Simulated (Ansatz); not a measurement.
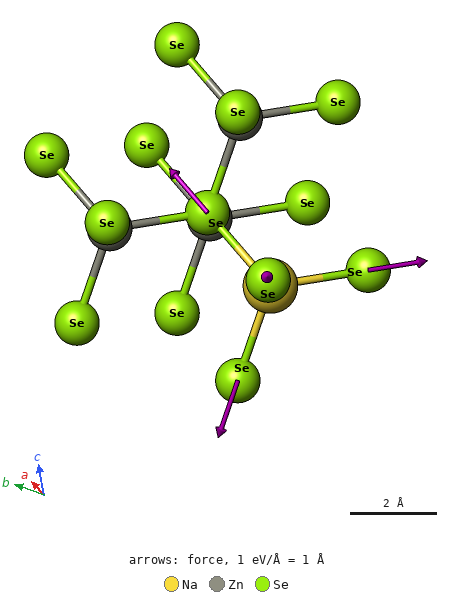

Starting geometry of a defect cell of composition NaZn$_{26}$Se$_{27}$ (cell charge −1) with the computed forces as purple arrows. A ball-and-stick model of the atoms within 4.2 Å of the atom that moves most (axes of the cell of the calculation (origin shifted)), seen from a free direction.

Computed with DFT, PBE, plane-wave PAW, default files, scalar-relativistic, frozen cores in Ansatz 0.2.0. (plane-wave cutoff 420 eV; k-point mesh 3 × 3 × 3; occupations fermi dirac; smearing width 0.01 eV; no spin polarisation; potentials kind: paw, frozen_core: stored; atoms relaxed in a fixed cell; force threshold 0.02 eV/Å; at most 50 steps)

**Is this structure relaxed? If not, where do the atoms go?**

It isn't relaxed: the largest force vector, on Se atoms, is 1.50 eV/Å. The atoms end up moving mostly along the starting forces (cosine between the two patterns 0.94). The largest moves, 0.16 Å, are those of Se atoms. Largest moves by element: Se 0.16 Å, Zn 0.03 Å. Na stays in place. The cell doesn't change. Near-neighbour distances that change, for instance: Na–Se 2.454 → 2.617 Å, Se–Zn 2.454 → 2.395 Å, Se–Zn 2.454 → 2.433 Å, Se–Zn 2.454 → 2.465 Å. Bond angles that change, for instance: Na–Se–Zn 109.5° → 106.4°, Zn–Se–Zn 109.5° → 112.4°, Se–Zn–Se 109.5° → 106.8°. After 2 accepted moves (3 points after the start) the energy has fallen by 0.500 eV per cell of the calculation. Largest force component: 0.87 eV/Å at the start, 0.014 eV/Å at the end. 1 step only repeated the SCF at the same geometry. The run took 96 s on 4 threads of AMD EPYC 9R45 96-Core Processor (Zen 5), on a shared host, peak memory 5.5 GiB.

Limits of the set-up: the cell is charged, on a uniform background, and energies carry no finite-size correction.
